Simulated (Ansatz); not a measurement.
## Electronic structure of Cl$_{4}$Hf (SMILES [Cl][Hf]([Cl])([Cl])[Cl]) in real space

```yaml
atoms:
  - { symbol: Cl, position_ang: [-0.4229, -0.4785, 2.2685] }
  - { symbol: Cl, position_ang: [1.1529, -1.5381, -1.0215] }
  - { symbol: Cl, position_ang: [-2.2610, 0.1283, -0.9999] }
  - { symbol: Cl, position_ang: [0.8445, 2.1495, -0.1635] }
  - { symbol: Hf, position_ang: [-0.1717, 0.0652, 0.0207] }
```

Geometry: PBE0-D4/def2-SVP; core potentials replace the inner electrons of Hf.

All numbers below come from isolated molecule in a Gaussian basis; Kohn-Sham density functional theory, functional PBE0 (Ansatz 0.2.0).

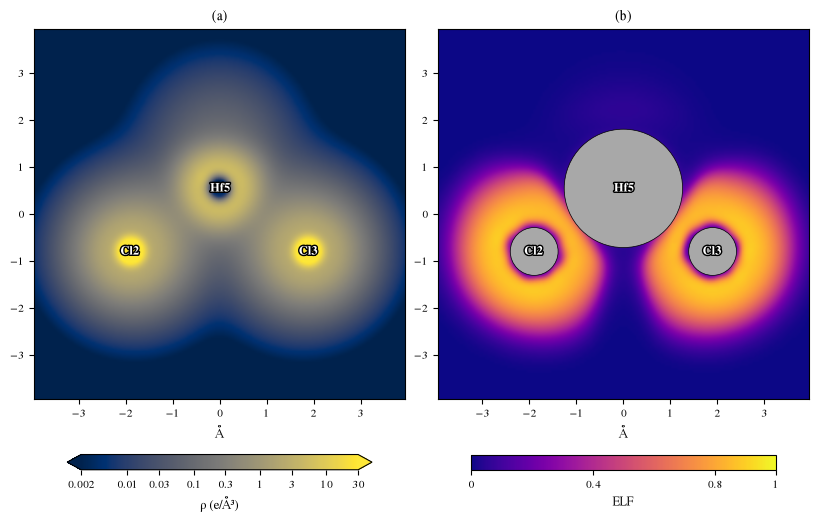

Figure 1. (a) electron density; (b) electron localisation function on the plane of atoms Cl2, Hf5 and Cl3. Grey discs cover the atomic cores in the ELF map.

Question: What does the map show?

Answer:
- The section cuts through Cl and Hf sites.
- Hf–Cl (2.33 Å): ρ is about 0.63 e/Å³ halfway; the ELF peaks at about 0.85 in the valence shell of Cl, 0.8 Å from its nucleus, and is about 0.40 at the midpoint.

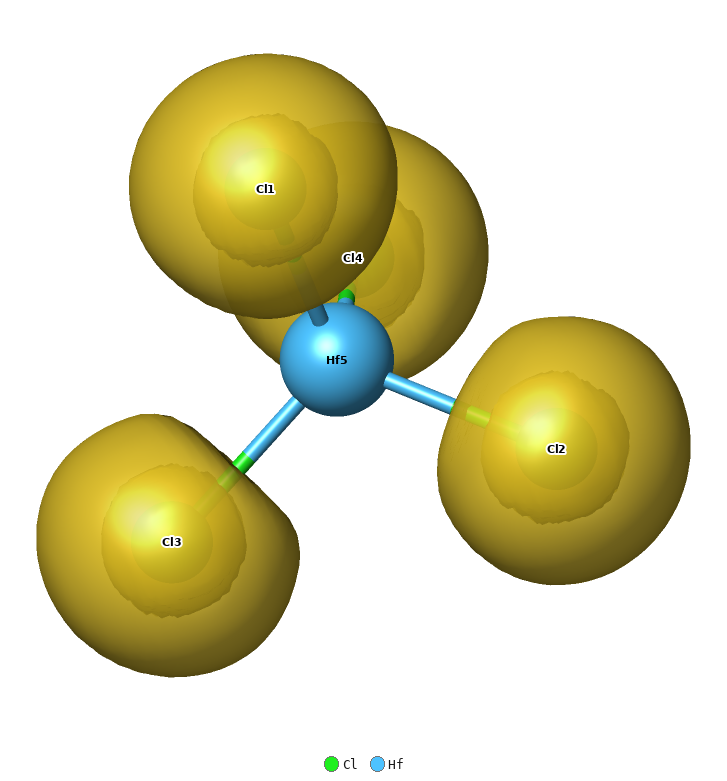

Figure 2. Isosurface of the electron localisation function at 0.75 (yellow), seen at a tilt. Only the valence region is drawn (cores and ρ < 0.01 e/Å³ removed).

Question: Identify the bonds, lone pairs and shells in this picture.

Answer: The ELF exceeds this value in four regions wrapped around Cl (the valence shell of each).

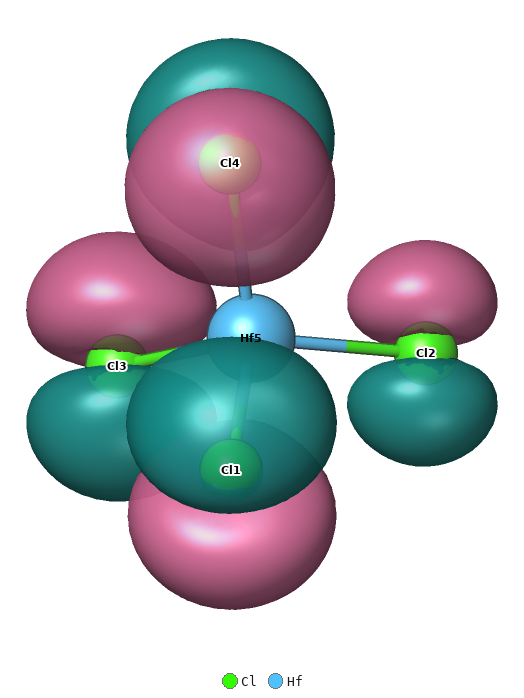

Figure 3. The HOMO at ±0.06 Å⁻³ᐟ² (teal and pink are the two phases), seen from one side.

Question: Describe this orbital and give its energy.

Answer: By Hirshfeld shares it lies mainly on Cl1 (about 35 %), Cl4 (about 35 %), Cl3 (about 20 %) and Cl2 (about 5 %); largely a combination of lone pairs on Cl1, Cl4, Cl3 and Cl2. It is one of a degenerate set, so its orientation is arbitrary. Its energy is −9.73 eV.
